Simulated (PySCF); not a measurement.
**Geometry relaxation of CH₄Si (part 2 of 2)**

The same run, continued: CH₄Si; HF/STO-3G, RHF (PySCF 2.14.0). The geometry comes from this level: PBE0-D4/def2-TZVP.

Geometry of the input (Å):
```
C  -0.0935  -0.3660  -0.3703
Si 0.9173  0.2098  1.1223
H  -1.1569  -0.4101  -0.1022
H  0.2150  -1.3356  -0.7630
H  -0.0240  0.3820  -1.1708
H  0.1422  1.5200  1.2840
```

## The program's output, continued
```
----------------------------------------------
cycle 8: E = -325.266553869  dE = -9.57857e-09  norm(grad) = 2.39152e-05
Step    7 : Displace = 1.326e-04/2.014e-04 (rms/max) Trust = 3.000e-01 (+) Grad = 9.763e-06/1.209e-05 (rms/max) E (change) = -325.2665538695 (-9.579e-09) Quality = 1.764
Hessian Eigenvalues: 3.48812e-03 4.99998e-02 5.00000e-02 ... 3.54443e-01 3.63041e-01 4.59117e-01

Geometry optimization cycle 9
Cartesian coordinates (Angstrom)
 Atom        New coordinates             dX        dY        dZ
   C  -0.098591  -0.344542  -0.360397   -0.000023 -0.000012  0.000018
  Si   0.910255   0.227770   1.132171   -0.000699 -0.000465  0.000662
   H  -1.151087  -0.418673  -0.109703    0.000019 -0.000602  0.000029
   H   0.210054  -1.306615  -0.748109    0.000349  0.000256 -0.000318
   H  -0.025989   0.370526  -1.172502   -0.000410  0.000319  0.000304
   H   0.155458   1.471634   1.258539    0.000763  0.000504 -0.000694
converged SCF energy = -325.266553898374
--------------- RHF_Scanner gradients ---------------
         x                y                z
0 C    -0.0000017941    -0.0000059410    -0.0000036123
1 Si    -0.0000122778     0.0000285608     0.0000041680
2 H     0.0000015864     0.0000029195    -0.0000037425
3 H    -0.0000006721     0.0000029901     0.0000024467
4 H    -0.0000020453    -0.0000016265     0.0000013258
5 H     0.0000152029    -0.0000269029    -0.0000005857
----------------------------------------------
cycle 9: E = -325.266553898  dE = -2.89148e-08  norm(grad) = 4.51625e-05
Step    8 : Displace = 7.613e-04/1.158e-03 (rms/max) Trust = 3.000e-01 (=) Grad = 1.844e-05/3.137e-05 (rms/max) E (change) = -325.2665538984 (-2.891e-08) Quality = 1.190
Hessian Eigenvalues: 2.69909e-03 5.00000e-02 5.00000e-02 ... 3.54576e-01 3.73735e-01 4.69628e-01

Geometry optimization cycle 10
Cartesian coordinates (Angstrom)
 Atom        New coordinates             dX        dY        dZ
   C  -0.098597  -0.344550  -0.360388   -0.000006 -0.000009  0.000008
  Si   0.910054   0.227611   1.132366   -0.000201 -0.000159  0.000194
   H  -1.151082  -0.418860  -0.109678    0.000005 -0.000187  0.000025
   H   0.210152  -1.306546  -0.748219    0.000098  0.000070 -0.000110
   H  -0.026101   0.370631  -1.172400   -0.000112  0.000105  0.000102
   H   0.155674   1.471814   1.258321    0.000216  0.000180 -0.000219
converged SCF energy = -325.26655390215
--------------- RHF_Scanner gradients ---------------
         x                y                z
0 C    -0.0000006611    -0.0000024486    -0.0000026817
1 Si    -0.0000038958     0.0000105280     0.0000033089
2 H     0.0000005671     0.0000010024    -0.0000015433
3 H    -0.0000003063     0.0000014288     0.0000008178
4 H    -0.0000015007    -0.0000009115     0.0000006483
5 H     0.0000057968    -0.0000095990    -0.0000005501
----------------------------------------------
cycle 10: E = -325.266553902  dE = -3.77605e-09  norm(grad) = 1.69308e-05
Step    9 : Displace = 2.333e-04/3.560e-04 (rms/max) Trust = 3.000e-01 (=) Grad = 6.912e-06/1.170e-05 (rms/max) E (change) = -325.2665539021 (-3.776e-09) Quality = 1.233
Hessian Eigenvalues: 2.69652e-03 4.99965e-02 5.00000e-02 ... 3.39157e-01 3.54586e-01 4.59213e-01

Geometry optimization cycle 11
Cartesian coordinates (Angstrom)
 Atom        New coordinates             dX        dY        dZ
   C  -0.098598  -0.344552  -0.360386   -0.000001 -0.000002  0.000002
  Si   0.910023   0.227580   1.132391   -0.000032 -0.000031  0.000025
   H  -1.151080  -0.418891  -0.109667    0.000002 -0.000031  0.000011
   H   0.210165  -1.306536  -0.748240    0.000013  0.000010 -0.000021
   H  -0.026112   0.370651  -1.172381   -0.000012  0.000019  0.000020
   H   0.155703   1.471849   1.258283    0.000029  0.000035 -0.000038
converged SCF energy = -325.266553902462
--------------- RHF_Scanner gradients ---------------
         x                y                z
0 C     0.0000000373    -0.0000000368    -0.0000001473
1 Si    -0.0000007651     0.0000006501     0.0000000411
2 H     0.0000002879     0.0000000332    -0.0000000532
3 H    -0.0000000615     0.0000002460     0.0000001393
4 H    -0.0000000892    -0.0000001560     0.0000001208
5 H     0.0000005905    -0.0000007365    -0.0000001008
----------------------------------------------
cycle 11: E = -325.266553902  dE = -3.11957e-10  norm(grad) = 1.4672e-06
```

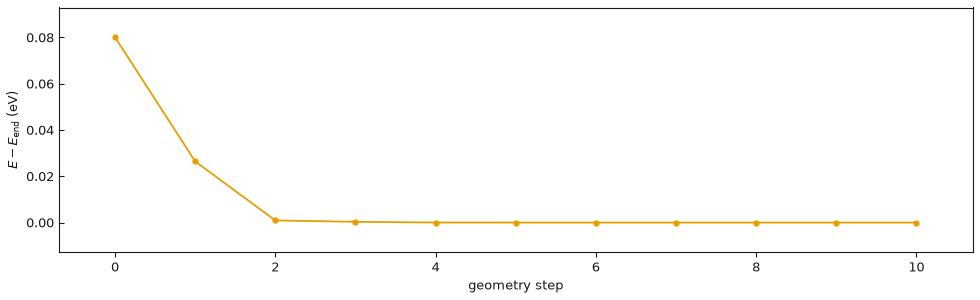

Figure 1. Progress of the relaxation, step by step (steps are counted from 0).

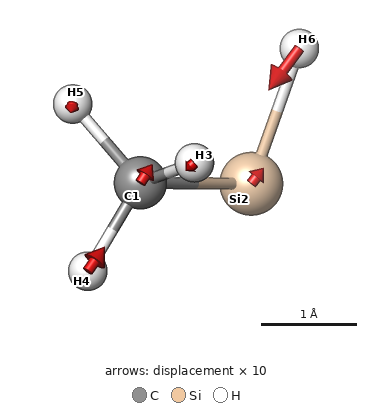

Figure 2. The starting structure with the displacements as red arrows, magnified 10 times (ball-and-stick view, seen at a tilt). The two geometries are laid on each other by the best rigid fit. H6 moves most after the best rigid fit: 0.056 Å. By element the largest moves are H 0.056 Å, C 0.024 Å, Si 0.022 Å. Among the contacts that change: Si2–H6 1.531 → 1.460 Å, C1–H3 1.098 → 1.084 Å, C1–H4 1.091 → 1.082 Å. Over 10 geometry steps the energy falls by 0.080 eV. Largest force component: 1.4 eV/Å at the start, under 0.0001 eV/Å at the end. (Atoms are counted from 1 in the order of the input.)

```
Step   10 : Displace = 3.826e-05/5.823e-05 (rms/max) Trust = 3.000e-01 (=) Grad = 5.990e-07/1.005e-06 (rms/max) E (change) = -325.2665539025 (-3.120e-10) Quality = 1.051
Hessian Eigenvalues: 2.69652e-03 4.99965e-02 5.00000e-02 ... 3.39157e-01 3.54586e-01 4.59213e-01
Converged! =D

converged: True
C          -0.09859789       -0.34455238       -0.36038618
Si          0.91002291        0.22757980        1.13239097
H          -1.15107983       -0.41889100       -0.10966713
H           0.21016458       -1.30653592       -0.74823977
H          -0.02611228        0.37065050       -1.17238073
H           0.15570306        1.47184902        1.25828283
converged SCF energy = -325.266553902462
E(HF) = -325.266553902
```

## Trajectory as extended XYZ (Å, eV, eV/Å), 11 frames, from step=0 to step=10
```
6
Properties=species:S:1:pos:R:3:forces:R:3 step=0 energy=-8850.87369
C    -0.0935   -0.3660   -0.3703   -0.4487   0.5541  -0.0839
Si    0.9173    0.2098    1.1223   -0.6618   1.2557   0.2449
H    -1.1569   -0.4101   -0.1022    0.5422  -0.1971  -0.2118
H     0.2150   -1.3356   -0.7630   -0.2053   0.3869   0.0744
H    -0.0240    0.3820   -1.1708    0.0296  -0.5556   0.2708
H     0.1422    1.5200    1.2840    0.7439  -1.4440  -0.2944
6
Properties=species:S:1:pos:R:3:forces:R:3 step=1 energy=-8850.92738
C    -0.0988   -0.3357   -0.3539    0.1941  -0.1696   0.0759
Si    0.9125    0.2355    1.1368    0.3849  -0.7934  -0.1841
H    -1.1476   -0.4118   -0.1064   -0.1722   0.0195   0.0738
H     0.2081   -1.2944   -0.7394    0.0436  -0.1880  -0.0937
H    -0.0252    0.3732   -1.1659    0.0178   0.1523  -0.1085
H     0.1511    1.4333    1.2288   -0.4683   0.9792   0.2366
6
Properties=species:S:1:pos:R:3:forces:R:3 step=2 energy=-8850.95291
C    -0.0986   -0.3468   -0.3621    0.0047   0.0614   0.0484
Si    0.9097    0.2303    1.1303    0.0014   0.0309   0.0266
H    -1.1501   -0.4204   -0.1116   -0.0523   0.0055   0.0048
H     0.2074   -1.3086   -0.7509    0.0382  -0.0252   0.0216
H    -0.0249    0.3668   -1.1741   -0.0090   0.0360  -0.0375
H     0.1566    1.4788    1.2684    0.0170  -0.1086  -0.0638
6
Properties=species:S:1:pos:R:3:forces:R:3 step=3 energy=-8850.95351
C    -0.0982   -0.3439   -0.3595   -0.0076  -0.0325  -0.0341
Si    0.9133    0.2261    1.1312   -0.0620   0.0841  -0.0011
H    -1.1514   -0.4161   -0.1080    0.0354  -0.0030  -0.0070
H     0.2100   -1.3068   -0.7469   -0.0211   0.0189  -0.0085
H    -0.0249    0.3721   -1.1719    0.0008  -0.0267   0.0247
H     0.1514    1.4687    1.2551    0.0545  -0.0409   0.0261
6
Properties=species:S:1:pos:R:3:forces:R:3 step=4 energy=-8850.95381
C    -0.0986   -0.3446   -0.3605   -0.0054   0.0040  -0.0040
Si    0.9109    0.2289    1.1312    0.0165  -0.0245   0.0004
H    -1.1514   -0.4178   -0.1099    0.0075  -0.0016  -0.0019
H     0.2098   -1.3072   -0.7475   -0.0031   0.0073   0.0019
H    -0.0255    0.3701   -1.1732   -0.0001  -0.0065   0.0046
H     0.1548    1.4706    1.2598   -0.0153   0.0213  -0.0010
6
Properties=species:S:1:pos:R:3:forces:R:3 step=5 energy=-8850.95383
C    -0.0986   -0.3445   -0.3604    0.0036   0.0009   0.0035
Si    0.9112    0.2284    1.1313   -0.0031   0.0021  -0.0004
H    -1.1510   -0.4179   -0.1098   -0.0053   0.0003   0.0021
H     0.2094   -1.3068   -0.7478    0.0027  -0.0047  -0.0009
H    -0.0254    0.3700   -1.1729   -0.0001   0.0043  -0.0035
H     0.1544    1.4711    1.2595    0.0022  -0.0030  -0.0007
6
Properties=species:S:1:pos:R:3:forces:R:3 step=6 energy=-8850.95383
C    -0.0986   -0.3445   -0.3604    0.0001   0.0000  -0.0009
Si    0.9111    0.2283    1.1314   -0.0006   0.0004   0.0007
H    -1.1511   -0.4180   -0.1097    0.0005  -0.0001   0.0000
H     0.2096   -1.3069   -0.7477   -0.0002   0.0006   0.0001
H    -0.0255    0.3702   -1.1729   -0.0005  -0.0004   0.0004
H     0.1546    1.4711    1.2594    0.0006  -0.0004  -0.0003
6
Properties=species:S:1:pos:R:3:forces:R:3 step=7 energy=-8850.95383
C    -0.0986   -0.3445   -0.3604    0.0001   0.0002  -0.0005
Si    0.9110    0.2282    1.1315   -0.0003  -0.0004   0.0003
H    -1.1511   -0.4181   -0.1097    0.0004  -0.0002   0.0001
H     0.2097   -1.3069   -0.7478   -0.0001   0.0003   0.0000
H    -0.0256    0.3702   -1.1728   -0.0003  -0.0003   0.0003
H     0.1547    1.4711    1.2592    0.0001   0.0004  -0.0002
6
Properties=species:S:1:pos:R:3:forces:R:3 step=8 energy=-8850.95383
C    -0.0986   -0.3445   -0.3604    0.0001   0.0003   0.0002
Si    0.9103    0.2278    1.1322    0.0006  -0.0015  -0.0002
H    -1.1511   -0.4187   -0.1097   -0.0001  -0.0001   0.0002
H     0.2101   -1.3066   -0.7481    0.0000  -0.0002  -0.0001
H    -0.0260    0.3705   -1.1725    0.0001   0.0001  -0.0001
H     0.1555    1.4716    1.2585   -0.0008   0.0014   0.0000
6
Properties=species:S:1:pos:R:3:forces:R:3 step=9 energy=-8850.95383
C    -0.0986   -0.3446   -0.3604    0.0000   0.0001   0.0001
Si    0.9101    0.2276    1.1324    0.0002  -0.0005  -0.0002
H    -1.1511   -0.4189   -0.1097    0.0000  -0.0001   0.0001
H     0.2102   -1.3065   -0.7482    0.0000  -0.0001   0.0000
H    -0.0261    0.3706   -1.1724    0.0001   0.0000   0.0000
H     0.1557    1.4718    1.2583   -0.0003   0.0005   0.0000
6
Properties=species:S:1:pos:R:3:forces:R:3 step=10 energy=-8850.95383
C    -0.0986   -0.3446   -0.3604    0.0000   0.0000   0.0000
Si    0.9100    0.2276    1.1324    0.0000   0.0000   0.0000
H    -1.1511   -0.4189   -0.1097    0.0000   0.0000   0.0000
H     0.2102   -1.3065   -0.7482    0.0000   0.0000   0.0000
H    -0.0261    0.3707   -1.1724    0.0000   0.0000   0.0000
H     0.1557    1.4718    1.2583    0.0000   0.0000   0.0000
```

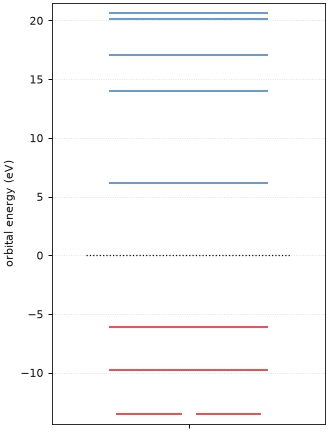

Figure 3. Orbital energies near the frontier; the dotted line parts filled from empty levels, and levels within 0.02 eV of each other stand side by side. Highest filled −6.10 eV, lowest empty 6.16 eV, 12.26 eV apart.

## Key numbers

```json
{"quantity": "outcome", "value": "converged"}
{"quantity": "total energy", "value": "−325.266554 hartree"}
{"quantity": "basis functions", "value": "18"}
{"quantity": "HOMO", "value": "−6.10 eV"}
{"quantity": "LUMO", "value": "6.16 eV"}
{"quantity": "dipole moment", "value": "0.17 D"}
{"quantity": "hardware", "value": "1 thread of Intel Xeon @ 2.50GHz (Skylake/Cascade Lake), 189 GiB of memory available, shared host"}
{"quantity": "wall time", "value": "7.5 s"}
{"quantity": "peak memory", "value": "0.13 GiB"}
```
